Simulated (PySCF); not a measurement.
**FH2P, SMILES `FP`: what the electrons do**

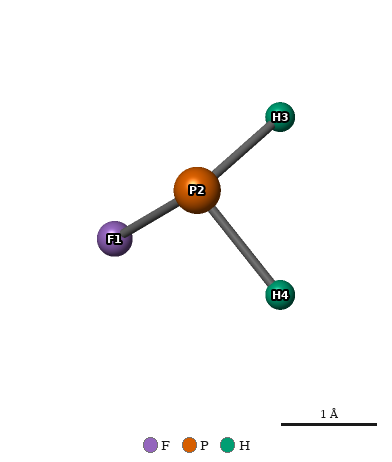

The molecule, with its atoms numbered as below. No frequency check shows the geometry to be a minimum.

Cartesian coordinates (Å):

```
F1      -1.0761    0.0000   -0.0199
P2       0.5494   -0.0000    0.1241
H3       0.7220    1.0076   -0.8411
H4       0.7221   -1.0072   -0.8414
```

### 1. Bonding charge

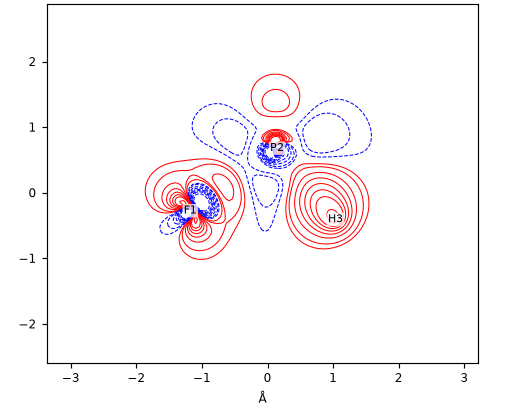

Deformation density (molecule less spherical, spin-averaged free atoms) in the plane of F1, P2 and H3; contours at ±0.05 to ±0.8 e/Å³; solid red lines: gain, dashed blue lines: loss.

Level of theory: ωB97X/def2-TZVP (PySCF), at a geometry from GFN2-xTB.

**Describe the bonding that the map shows.**

P2–H3: +0.29 e/Å³ at the bond critical point (bond length 1.41 Å, Mayer order 1.0). F1–P2: −0.01 e/Å³ at the bond critical point (bond length 1.63 Å, Mayer order 1.0); up to 0.6 Å beside the axis the gain reaches +0.24 e/Å³. In all, 1.0 electrons gather in the regions of gain relative to the promolecule. A small or negative value marks a very polar bond, one between electron-rich atoms, whose free-atom densities already overlap strongly, a long bond to a heavier atom, or a closed-shell contact such as a hydrogen bond.

**Where do the Hirshfeld charges lie?**

The highest Hirshfeld charge is on P2 (+0.21 e), the lowest on F1 (−0.17 e).

### 2. Local ionisation energy

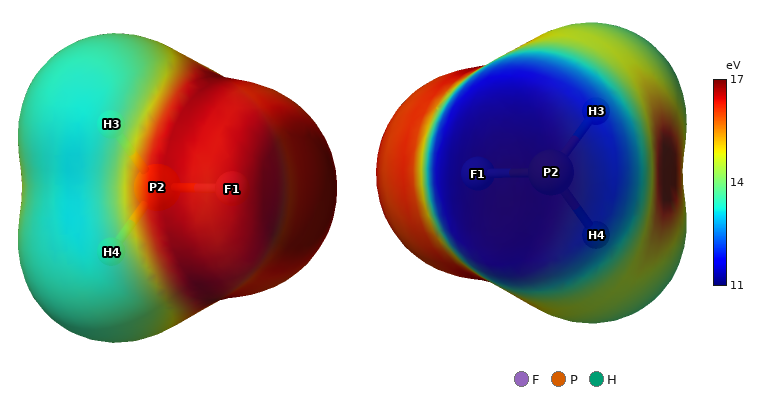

Average local ionisation energy on the surface of electron density 0.001 a.u. (back view left, front view right).

**Where are the most loosely bound electrons on this surface?**

The lowest value is 11.0 eV, 2.3 Å from P2. Further minima include 13.2 eV, 1.5 Å from H3. For comparison, the highest occupied orbital lies at −10.4 eV.

### 3. In an electric field

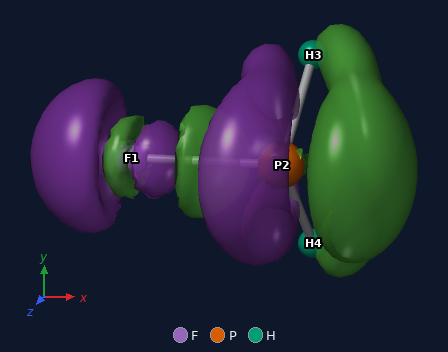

Change of the electron density in a uniform field of 0.21 V/Å, surfaces at ±0.002 e/Å³ (purple: gain, green: loss).

Method: ωB97X/def2-TZVP; geometry: GFN2-xTB; program: PySCF. A basis without diffuse functions makes polarisabilities too small.

**Along which Cartesian direction does the field point?**

Along +x: electrons gather on the −x side, against the field.

**What dipole is induced, and what polarisability does it imply?**

The induced dipole is 0.23 D (along the field); α along this axis, from the fields in both directions, is 23 bohr³ (3.4 Å³).

**Which atoms gain and lose the most charge?**

Electrons gather most on F1 (Hirshfeld charge changes by −0.011 e) and leave P2 most (+0.007 e); 0.026 electrons are displaced in all.

### 4. Removing or adding an electron

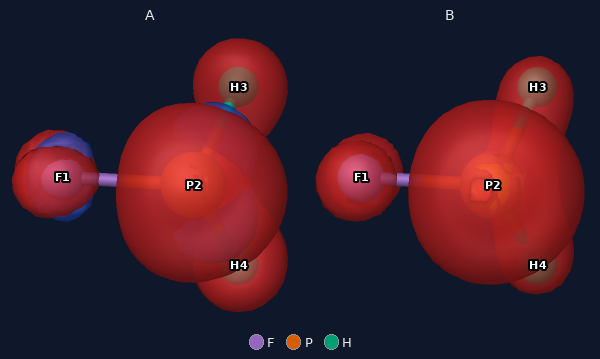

The Fukui function f⁻ from two separate SCF calculations and the density of the HOMO, at ±0.05 e/Å³ (red positive, blue negative).

Computed with PySCF, ωB97X/def2-TZVP, geometry: GFN2-xTB.

**Which panel is which, and how good is the frozen-orbital picture?**

A is f⁻ (it has negative regions), B the HOMO density. The HOMO lies on P2 (70 %), F1 (14 %) and H3 and H4 (8 % each); f⁻ (Hirshfeld-condensed) is largest on P2 (0.57); the vertical ionisation energy is 10.76 eV. Relaxation shifts 13 % of the electron between atoms. The orbital energy is −10.39 eV.
